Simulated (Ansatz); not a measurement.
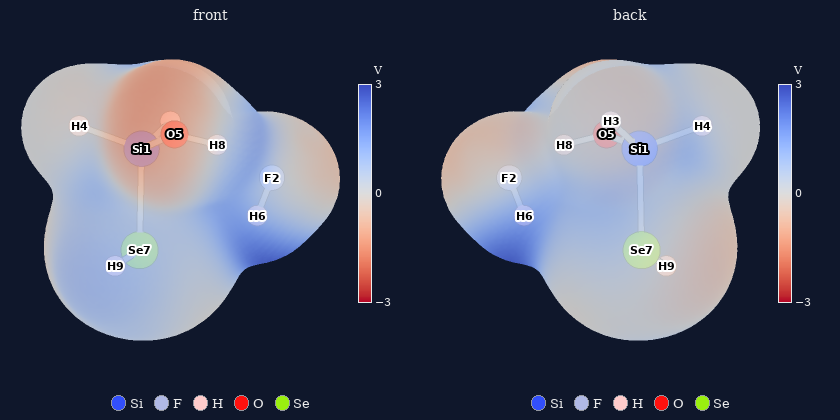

Figure. H$_{4}$OSeSi···HF. The electrostatic potential painted on the density surface at 0.002 e/bohr³, seen from the front and from behind; red is negative and blue positive.

Not at a stationary point (largest force 1.5 eV/Å).

The calculation used RKS BLYP-D4/def2-SVP in Ansatz.

```yaml
atoms:
  - { symbol: Si, position_ang: [-0.9732, -0.1376, -0.0842] }
  - { symbol: F, position_ang: [1.5612, 1.1763, -0.9767] }
  - { symbol: H, position_ang: [-1.1087, 0.0103, -1.5689] }
  - { symbol: H, position_ang: [-2.2880, -0.4933, 0.5267] }
  - { symbol: O, position_ang: [-0.4779, 1.2221, 0.7489] }
  - { symbol: H, position_ang: [1.8948, 0.3500, -0.7353] }
  - { symbol: Se, position_ang: [0.5003, -1.9199, 0.1282] }
  - { symbol: H, position_ang: [0.3498, 1.5713, 0.3517] }
  - { symbol: H, position_ang: [0.5416, -1.7792, 1.6096] }
```

Describe the electrostatic potential map.

The most negative region (about −1.4 V) lies over O5, the most positive (about +2.5 V) over H6. O5 is the likeliest acceptor of a hydrogen bond.
